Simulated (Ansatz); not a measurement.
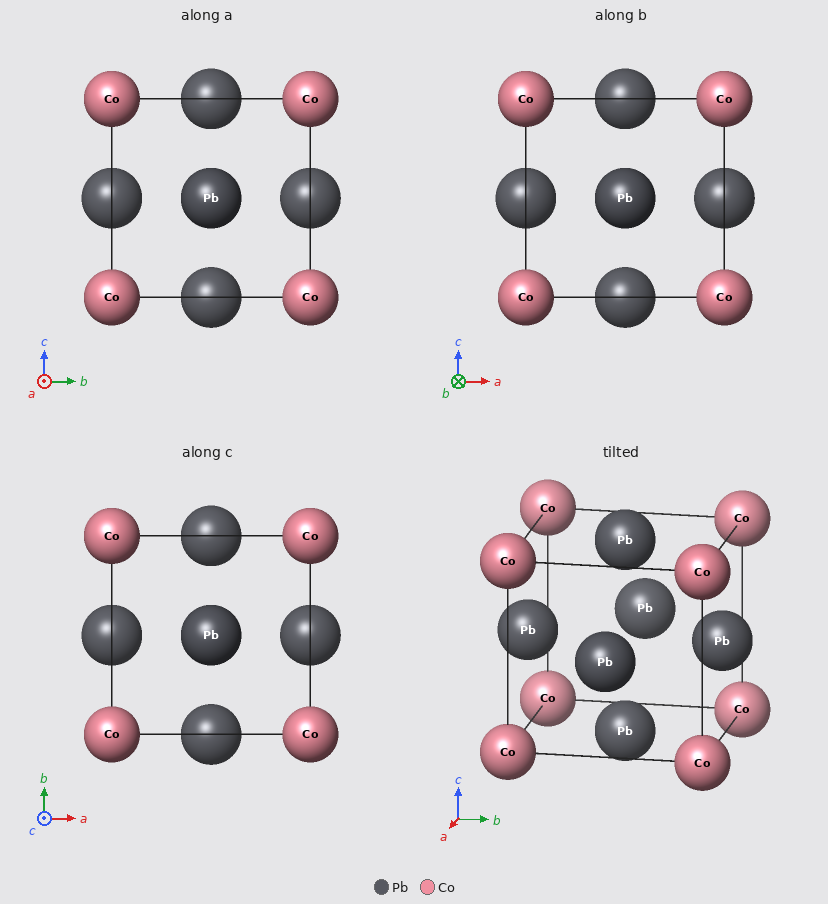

Spheres-only drawing of the structure, looking along the a axis, along the b axis, along the c axis and slightly off an axis. The frame is the conventional unit cell; atoms at its boundary are shown with their periodic copies.

Lattice parameters: a = 4.3810 Å, b = 4.3810 Å, c = 4.3810 Å, α = 90.000°, β = 90.000°, γ = 90.000°.

Write the structure as a CIF with its space group and independent sites.

Answer.
```cif
data_structure
_symmetry_space_group_name_H-M 'P m -3 m'
_symmetry_Int_Tables_number 221
_cell_length_a 4.3810
_cell_length_b 4.3810
_cell_length_c 4.3810
_cell_angle_alpha 90.000
_cell_angle_beta 90.000
_cell_angle_gamma 90.000
_cell_volume 84.09
loop_
_atom_site_label
_atom_site_type_symbol
_atom_site_symmetry_multiplicity
_atom_site_Wyckoff_symbol
_atom_site_fract_x
_atom_site_fract_y
_atom_site_fract_z
_atom_site_occupancy
Pb1 Pb 3 c 0.0000 0.5000 0.5000 1
Co1 Co 1 a 0.0000 0.0000 0.0000 1
```

Source of the structure: a structure type filled with these elements by a generator (whether the compound takes this form wasn't checked). Earlier steps of the study may have refined or changed the cell and positions. A calculation with Ansatz used it as input.

At this level of theory the cell isn't at rest (compressed, at 12 GPa), so its distances can differ from those at equilibrium, the more so the softer the solid.
